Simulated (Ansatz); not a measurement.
## Electronic structure of CH4F2OZr (SMILES [CH3][Zr]([OH])([F])[F]) in real space

Input

```
crystal:
  periodic: [false, false, false]
  atoms:
    - {symbol: C, position_ang: [-1.397567, -0.041404, -0.198907]}
    - {symbol: Zr, position_ang: [0.794684, 0.251669, -0.296786]}
    - {symbol: O, position_ang: [1.494526, -0.551354, 1.283108]}
    - {symbol: F, position_ang: [1.389290, -0.614532, -1.889788]}
    - {symbol: F, position_ang: [1.089864, 2.135965, -0.359377]}
    - {symbol: H, position_ang: [-1.823809, 0.432692, 0.692159]}
    - {symbol: H, position_ang: [-1.656082, -1.105639, -0.165946]}
    - {symbol: H, position_ang: [-1.886609, 0.395463, -1.077634]}
    - {symbol: H, position_ang: [1.995702, -0.902859, 2.013161]}
basis:
  gaussian: {orbitals: def2-TZVPP}
hamiltonian: {xc: pbe0, dispersion: d4}
output: {orbitals: {seedname: orbitals}}
```

Launched as:

```sh
ansatz run in.yaml --threads 2 --pin off --events-out ev --progress --plain --max-ram 22528MiB --backend cpu
```

Geometry: PBE0-D4/def2-TZVP; core potentials replace the inner electrons of Zr.

Level of theory: Ansatz 0.2.0, RKS PBE0-D4/def2-TZVPP.

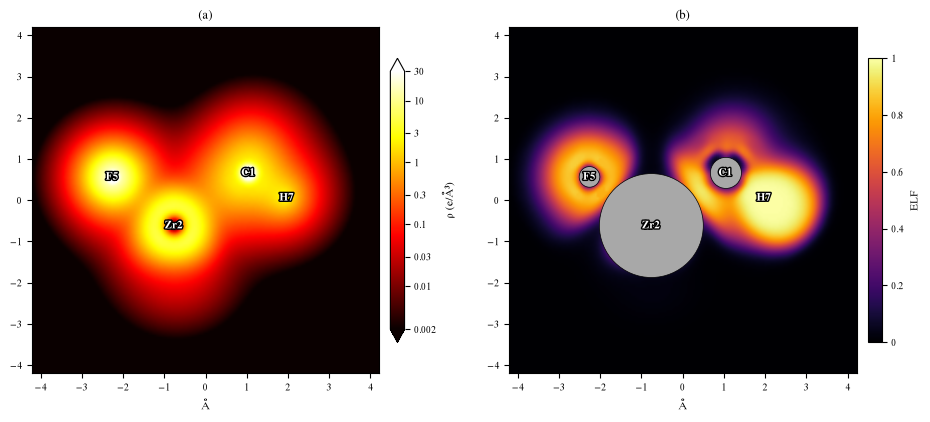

Figure 1. (a) electron density; (b) electron localisation function on the plane of atoms Zr2, C1 and H7. Grey discs cover the atomic cores in the ELF map.

Describe what can be read from this map.

- The plane passes through C, Zr, F and H nuclei.
- Zr–F (1.91 Å): ρ at the midpoint is about 0.97 e/Å³; the ELF peaks at about 0.85 in the valence shell of F, 0.5 Å from its nucleus, and drops to about 0.25 between the two atoms.
- C–Zr (2.21 Å): the density is about 0.71 e/Å³ at the midpoint; the ELF peaks at about 0.95 in the valence shell of C, 0.7 Å from its nucleus, and is about 0.50 at the midpoint.
- C–H (1.10 Å): the density is about 1.9 e/Å³ at the midpoint; the ELF climbs to about 1 towards the hydrogen, as it does in any bond to H (an ordinary covalent bond to hydrogen).

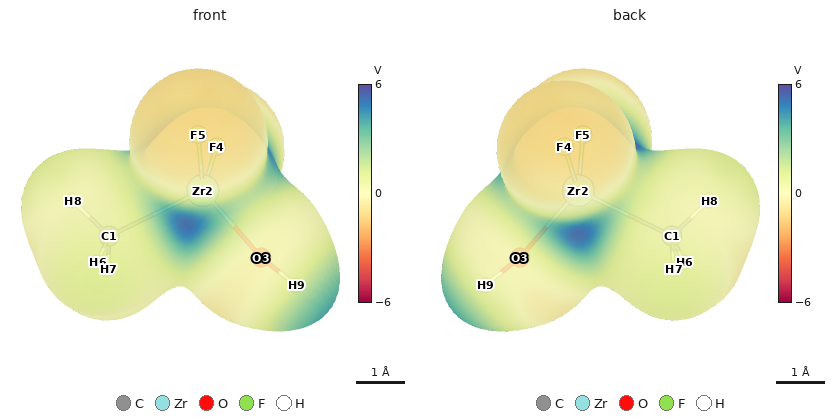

Figure 2. The electrostatic potential painted on the density surface at 0.004 e/bohr³, seen from the front and from behind; the colour scale runs from red (negative) to blue (positive).

Describe the electrostatic potential map.

The most negative region (about −1.3 V, or −30 kcal/mol for a unit charge) lies over F4 and F5, the most positive (about +5.4 V, or +125 kcal/mol for a unit charge) over Zr2.

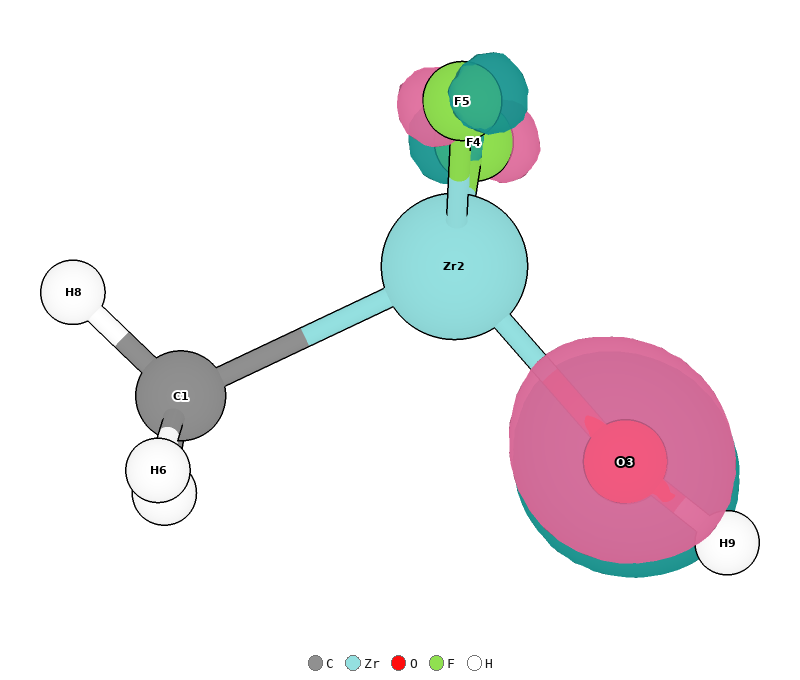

Figure 3. The HOMO−1 at ±0.2 Å⁻³ᐟ² (teal and pink are the two phases), seen across its widest extent.

Describe this orbital and give its energy.

By Hirshfeld shares it lies mainly on O3 (about 75 %); largely a lone pair of O3. Its energy is −9.96 eV.
